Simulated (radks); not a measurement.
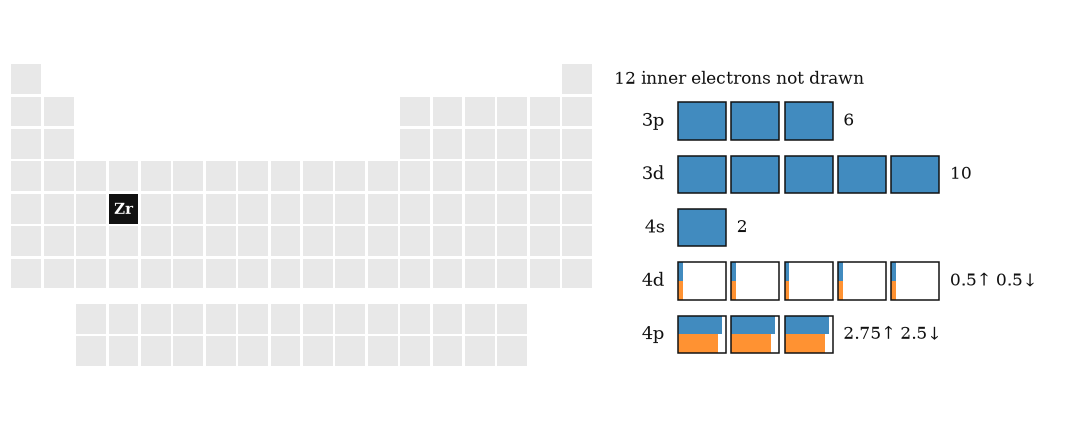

Figure 1. Left, the place of zirconium in the periodic table; right, the outer shells as the input fills them: a box for each of the 2l + 1 orbitals, shaded by the share of the shell that is filled, up spin in the upper half and down spin in the lower, with the electron count at the right.

# Atomic calculation for Zr (charge +3.75)

System: Zr with charge +3.75 in the configuration [Ar] 3d10 4s2 4p5.25 4d1 (4p: 2.75 up, 2.5 down, 4d: 0.5 up, 0.5 down).
Method: scalar-relativistic Kohn-Sham, SCAN, spin-polarised, spherical densities, finite nucleus (the in-house radial solver radks).

### Input file
```
Z 40
configuration [Ar] 3d10 4s2 4d0.5 4d0.5 4p2.75 4p2.5
relativity scalar-relativistic
functional scan,scan
spin polarised
nucleus finite rms 4.2694 fm
c 137.035999084
```

Energies in input and log are in hartree, lengths in bohr (the nuclear radius in fm).

Hardware: 1 CPU thread, shared host.

### Output
```
1s      1   1.0000        -658.11198579
2s      1   1.0000         -92.97364373
2p      1   3.0000         -82.96895916
3s      1   1.0000         -16.70086567
3p      1   3.0000         -13.40497745
3d      1   5.0000          -8.02676995
4s      1   1.0000          -3.50221676
4d      1   0.5000          -1.38927473
4p      1   2.7500          -2.63455873
1s      2   1.0000        -658.11026784
2s      2   1.0000         -92.97288434
2p      2   3.0000         -82.96739462
3s      2   1.0000         -16.69938442
3p      2   3.0000         -13.40308078
3d      2   5.0000          -8.02440468
4s      2   1.0000          -3.48716074
4d      2   0.5000          -1.37936930
4p      2   2.5000          -2.62059534
Etot -3595.9710610760594
Ekin 3697.6705549484955
Encl -8603.845181294175
Eh 1423.6527530559547
Exc -113.44918778633499
err 2.555757938127981e-06
it 16
```

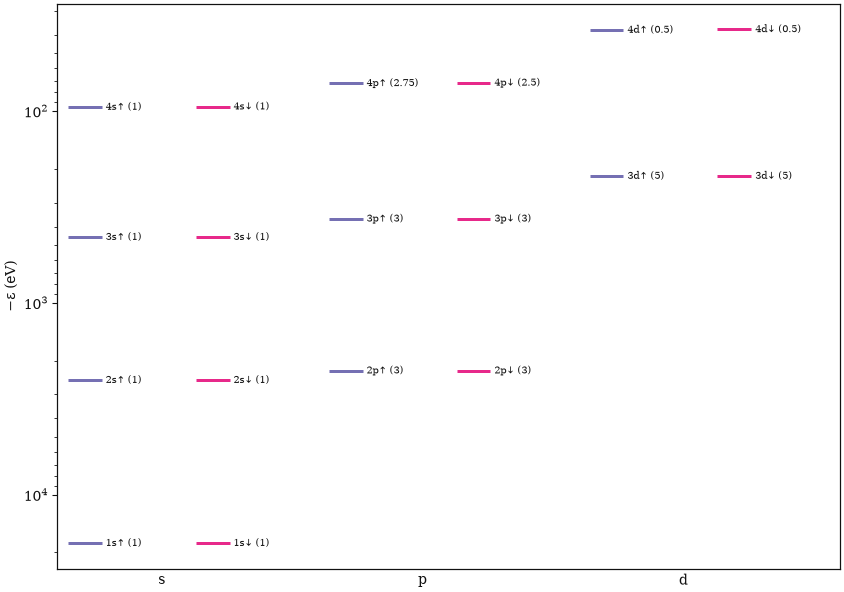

Figure 2. All occupied levels, on a logarithmic scale of binding energy, are drawn (occupations in brackets, up spins at the left of each column and down spins at the right). The highest occupied level is 4d down at −37.5 eV. The highest 4 occupied levels, from the top down, are 4d down (−37.5 eV), 4d up (−37.8 eV), 4p down (−71.3 eV), 4p up (−71.7 eV). The largest exchange splitting (down less up) among the shells drawn in both spins is that of 4s, 0.410 eV.

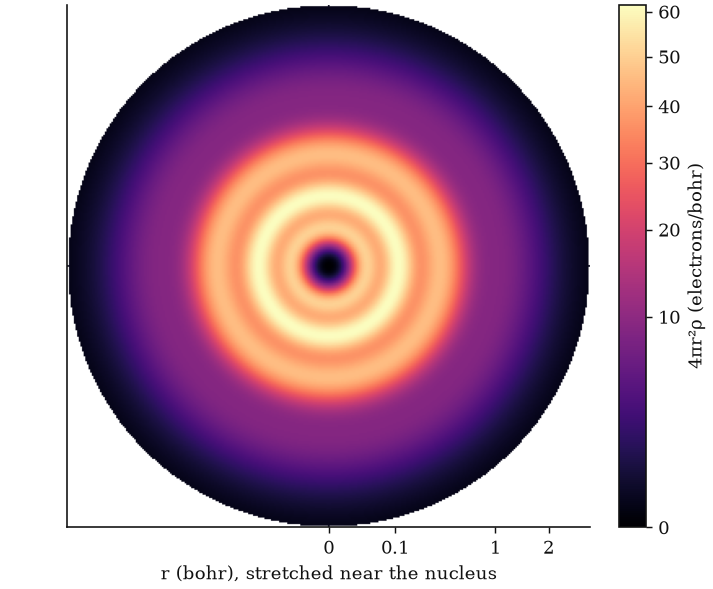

Figure 3. The radial density 4πr²ρ as a disc about the nucleus, with the radius drawn as r to the power 0.4. There are 3 maxima, at r = 0.0261, 0.115 and 0.368 bohr, parted by minima at 0.0527 and 0.235 bohr, inside which lie 2.0 and 11.1 electrons. The configuration has 4 principal shells, so not every shell has a maximum of its own.

### Summary

- outcome: converged
- total energy: −3595.9711 hartree
- kinetic energy: 3697.6706 hartree
- electron–nucleus energy: −8603.8452 hartree
- Hartree energy: 1423.6528 hartree
- exchange–correlation energy: −113.449188 hartree
- radius at density 0.001 e/bohr³: 3.10 bohr
- SCF iterations: 16
